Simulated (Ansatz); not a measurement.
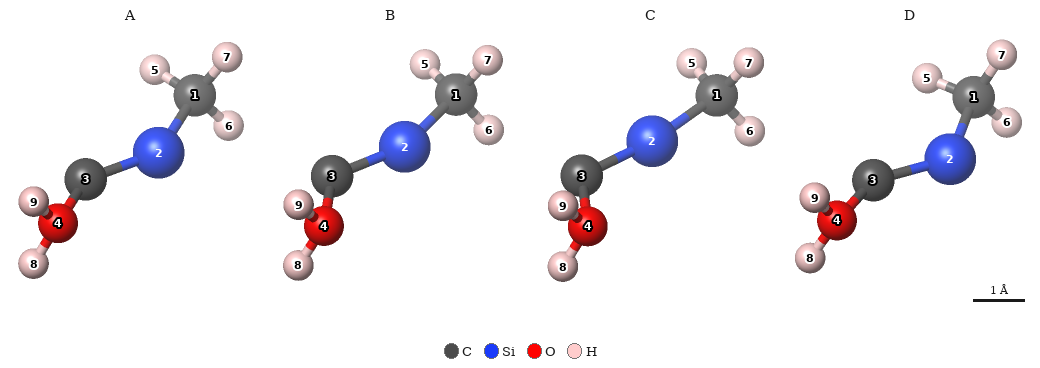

4 geometries from one relaxation of C₂H₅OSi (charge +1), in shuffled order. A ball-and-stick model, seen from a free direction.

The run prepares the start of a later molecular dynamics calculation, from a guessed geometry.

Computed with UKS PBE0-D4/def2-SVP in Ansatz 0.2.0. Settings: collinear spin; force threshold 0.02 eV/Å; at most 40 steps.

> Put them in the order of the run, from the start to the converged end.

C, B, A, D. They are steps 0, 2, 4, 10, at +0.741 eV, +0.326 eV, +0.057 eV relative to the last. The energy falls by 0.741 eV in 8 accepted moves (10 points after the start). The largest force component goes from 2.2 to 0.016 eV/Å. The line search rejected the trial steps at points 6, 8 of the run. The atom that moves furthest after the best rigid fit is Si2 (0.89 Å). Largest moves by element: Si 0.89 Å, C 0.63 Å, H 0.63 Å, O 0.28 Å. Near-neighbour distances that change, for instance: C3–O4 1.509 → 1.390 Å, Si2–C3 1.727 → 1.660 Å, C1–Si2 1.867 → 1.860 Å, C1–H5 1.093 → 1.099 Å. Among the angles between lasting bonds that change: C1–Si2–C3 169.4° → 128.7°, Si2–C3–O4 122.2° → 145.3°, C3–O4–H9 105.1° → 117.5°. The run took 84 s on 2 threads of Arm Neoverse N1, with other jobs on the host, peak memory 0.22 GiB.
